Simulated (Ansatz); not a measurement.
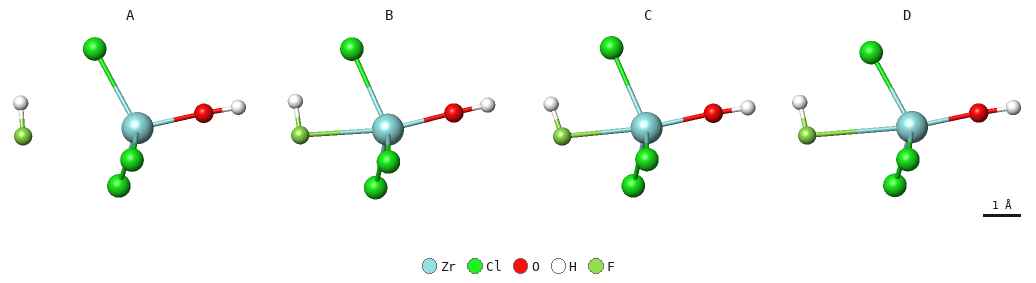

4 geometries from one relaxation of ZrH2OCl3F, in shuffled order. Style: ball-and-stick. Shown face on.

The run prepares an end point of a later path (reaction) calculation, from a guessed geometry.

The calculation used Ansatz, RKS B3LYP-D4/def2-SVP. Settings: no spin polarisation; force threshold 0.03 eV/Å; at most 50 steps.

> Order the frames from highest to lowest energy.

A, D, C, B. They are steps 0, 1, 3, 8, at +0.304 eV, +0.191 eV, +0.028 eV relative to the last. The atom that moves furthest after the best rigid fit is the F atom (0.50 Å). By element the largest moves are F 0.50 Å, H 0.44 Å, O 0.25 Å, Zr 0.25 Å, Cl 0.11 Å. Among the contacts that change: F–Zr 3.170 → 2.423 Å, H–Zr 3.286 → 2.658 Å, Cl–Zr 2.486 → 2.442 Å, F–H 0.928 → 0.952 Å. New bonds form, among them: F–Zr (3.17 → 2.42 Å). Among the angles between lasting bonds that change: Cl–Zr–O 104.7° → 98.7°, Zr–O–H 174.6° → 178.8°, Cl–Zr–Cl 113.7° → 117.5°. The energy falls by 0.304 eV in 7 accepted moves (8 points after the start). Largest force component: 1.2 eV/Å at the start, 0.026 eV/Å at the end. The line search rejected the trial step at point 7 of the run.

Limits of the set-up: the start holds two separate molecules, 2.6 Å apart at their closest, whose relative position is a soft coordinate.
